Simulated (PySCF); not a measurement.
# Excited-state calculation of C₄H₁₁BO₄Si

The run: excited-state calculation of C₄H₁₁BO₄Si. Method and program: TDDFT CAM-B3LYP/def2-SVPD, vertical, gas phase, core orbitals frozen in the response (PySCF 2.14.0).

The geometry comes from this level: PBE0-D3(BJ)/def2-SVP. It belongs to a series of runs on one base structure; here: H on C replaced by B(OMe)2.

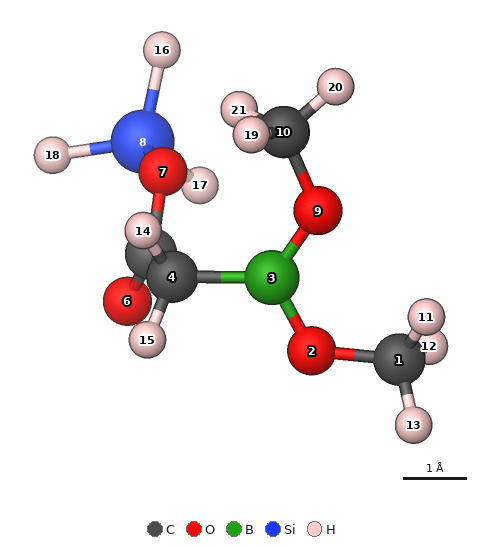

The structure as given in the input (ball-and-stick view, seen at a tilt; atoms are numbered from 1 in the order of the input). Bond lengths as drawn: B–C 1.60 Å, B–O 1.35 to 1.36 Å, C–C 1.49 Å, C–H 1.10 Å, C–O 1.21 to 1.41 Å, H–Si 1.49 Å and O–Si 1.72 Å.

## The input
```
{"job": {"kind": "uv", "xc": "CAM-B3LYP", "basis": "def2-SVPD", "ip": true}, "charge": 0, "multiplicity": 1}
C     -3.025141     0.904092    -0.858333
O     -1.909288     1.207916    -0.058856
B     -1.101063     0.251078     0.451803
C      0.148518     0.753679     1.308429
C      1.317195     0.998487     0.411014
O      1.730891     2.073556     0.055167
O      1.894742    -0.137470    -0.028343
Si     3.217037     0.071966    -1.108629
O     -1.390657    -1.052275     0.210359
C     -0.644785    -2.133078     0.708572
H     -3.450909    -0.080264    -0.611591
H     -2.744295     0.904074    -1.924255
H     -3.786400     1.682041    -0.702133
H      0.428208    -0.000451     2.058759
H     -0.108756     1.700303     1.798691
H      3.608569    -1.332792    -1.404847
H      2.778321     0.756319    -2.352553
H      4.334516     0.786173    -0.438370
H     -0.826491    -2.279642     1.787080
H     -0.968745    -3.043223     0.183939
H      0.434397    -1.993899     0.543220
```

The first line tells a small driver script what to run in PySCF; the rest is the geometry in Å.

Machine: 1 CPU thread, shared host.

Launch command:
```bash
OMP_NUM_THREADS=1 python <driver script> task.json out
```

## What the program printed
```
coarse grid: 18224 points
cycle   1  E = -773.3882857456  dE =  1.495e+00  |g| = 1.207e+00  |ddm| = 7.267e+00
cycle   2  E = -773.1520403586  dE =  2.362e-01  |g| = 1.709e+00  |ddm| = 3.769e+00
cycle   3  E = -773.6642421588  dE = -5.122e-01  |g| = 1.851e-01  |ddm| = 2.381e+00
cycle   4  E = -773.6691614995  dE = -4.919e-03  |g| = 1.010e-01  |ddm| = 2.875e-01
cycle   5  E = -773.6709566914  dE = -1.795e-03  |g| = 1.773e-02  |ddm| = 1.284e-01
cycle   6  E = -773.6710260305  dE = -6.934e-05  |g| = 4.740e-03  |ddm| = 3.763e-02
cycle   7  E = -773.6710316243  dE = -5.594e-06  |g| = 1.242e-03  |ddm| = 1.182e-02
final grid: 171896 points
cycle   8  E = -773.8152497704  dE = -5.065e-05  |g| = 4.228e-03  |ddm| = 1.686e-01
cycle   9  E = -773.8152493720  dE =  3.984e-07  |g| = 4.784e-03  |ddm| = 2.338e-02
cycle  10  E = -773.8152537514  dE = -4.379e-06  |g| = 8.646e-04  |ddm| = 6.537e-03
cycle  11  E = -773.8152538791  dE = -1.276e-07  |g| = 2.974e-04  |ddm| = 1.462e-03
cycle  12  E = -773.8152538938  dE = -1.474e-08  |g| = 1.292e-04  |ddm| = 7.396e-04
cycle  13  E = -773.8152538969  dE = -3.100e-09  |g| = 1.661e-05  |ddm| = 1.767e-04
cycle  14  E = -773.8152538970  dE = -8.276e-11  |g| = 4.686e-06  |ddm| = 4.802e-05
```

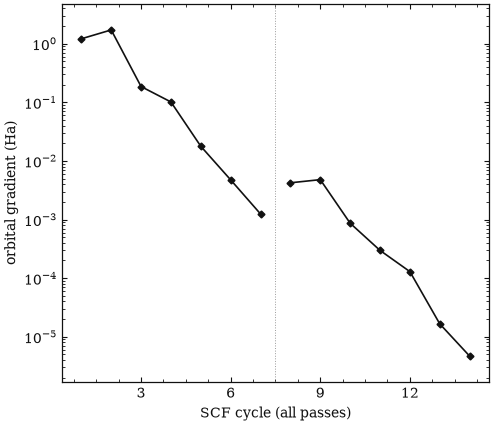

Convergence of the self-consistent field: orbital gradient against the SCF cycle. The dotted line marks the change from a coarse to the final integration grid. The first 7 cycles use a coarse grid, the final grid takes over at cycle 8, and the field converges after 14 cycles in all.

```
converged SCF energy = -773.8152538970

Static polarisability (au): isotropic 101.139, principal 89.461 102.538 111.416

Singlet excitations
state   eV       nm        f      main configurations
  1   5.8840    210.7   0.00442   H->L+1 0.73
  2   7.5333    164.6   0.02000   H->L 0.69
  3   7.8026    158.9   0.00012   H-1->L 0.70, H-1->L+3 0.09, H-1->L+2 0.08
  4   7.8758    157.4   0.07964   H-2->L+1 0.53
  5   7.9733    155.5   0.08180   H-1->L+1 0.63
  6   8.0635    153.8   0.00472   H-3->L 0.53, H-3->L+2 0.28
  7   8.1455    152.2   0.07571   H-3->L+1 0.35, H->L+2 0.18, H->L 0.08
  8   8.3176    149.1   0.01285   H-2->L 0.36, H->L+3 0.15, H-3->L+1 0.12
  9   8.3497    148.5   0.00706   H-5->L+1 0.16, H-8->L+1 0.15, H-4->L+1 0.14
 10   8.3718    148.1   0.02777   H-6->L+2 0.17, H-6->L 0.16, H-5->L+1 0.11

Triplet excitations (Tamm-Dancoff, eV): 5.3916 6.2572 7.0746 7.3635
Vertical ionisation energy (delta-SCF) = 10.3212 eV
```

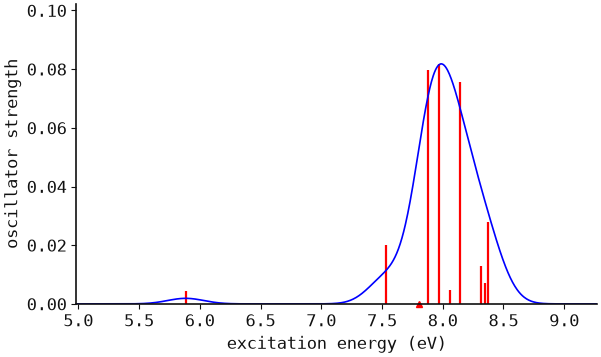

Computed excitations as sticks (degenerate states added up, dark ones marked on the axis), with a Gaussian envelope of 0.35 eV full width at half maximum, scaled to the tallest. Of the 10 states the lowest lies at 5.88 eV (f = 0.004); the strongest line is at 7.97 eV, or 155 nm (f = 0.082).

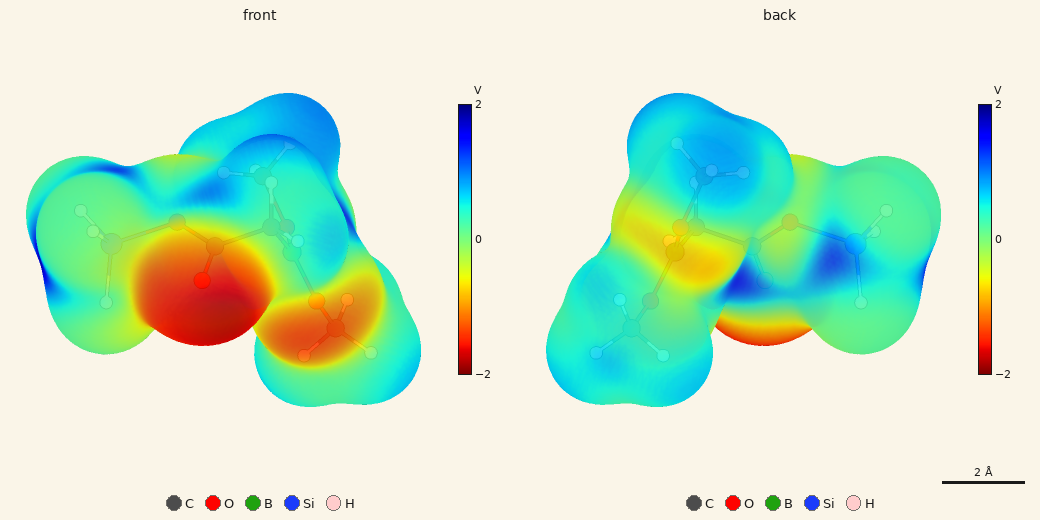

The molecular electrostatic potential painted on the density surface at 0.002 e/bohr³, seen at a tilt and from behind; red is negative and blue positive. Its dipole moment is 3.04 D.

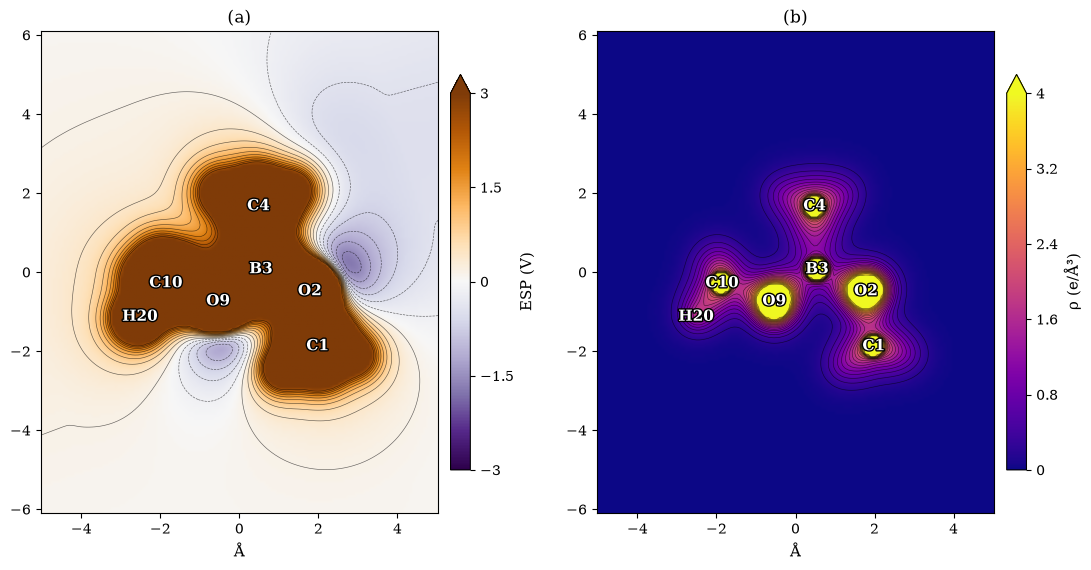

(a) electrostatic potential; (b) total electron density on the plane of atoms C4, B3 and O9. C–B (1.60 Å): ρ at the midpoint is about 1.4 e/Å³. C–H (1.10 Å): ρ is about 2 e/Å³ halfway.

## Results in brief

- outcome: converged
- total energy: −773.815254 hartree
- HOMO: −9.60 eV
- LUMO: 0.71 eV
- dipole moment: 3.04 D
- mean polarisability: 101.14 a.u.
- vertical ionisation energy: 10.32 eV
- lowest singlet excitation: 5.88 eV
- wall time: 23 min
- peak memory: 1.7 GiB
